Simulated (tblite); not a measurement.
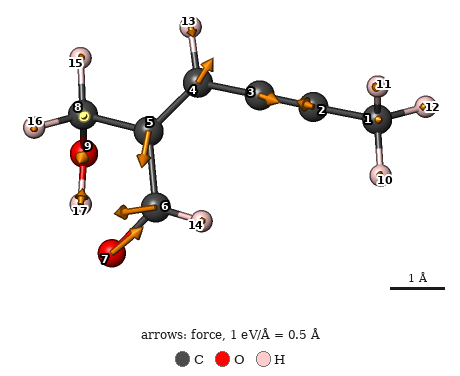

Starting geometry of C₇H₈O₂ with the computed forces as orange arrows. A ball-and-stick model, seen at a tilt.

Computed with GFN2-xTB geometry optimisation, gas phase in tblite 0.8.0. 

> Is this structure relaxed? If not, where do the atoms go?

It isn't relaxed: the largest force vector, on C6, is 1.92 eV/Å. The final displacements have little in common with the starting forces (cosine between the two patterns 0.12). The energy falls by 2.58 kcal/mol in 72 geometry steps. The largest move after the best rigid fit is that of H15, 0.23 Å. By element the largest moves are H 0.23 Å, O 0.20 Å, C 0.10 Å. Near-neighbour distances that change, for instance: C5–C6 1.492 → 1.458 Å, C6–O7 1.235 → 1.212 Å, C8–O9 1.423 → 1.402 Å, C4–C5 1.334 → 1.350 Å. Bond angles that change, for instance: C5–C6–O7 121.3° → 125.0°, C5–C6–H14 117.4° → 114.1°, C5–C8–H16 110.9° → 108.0°.
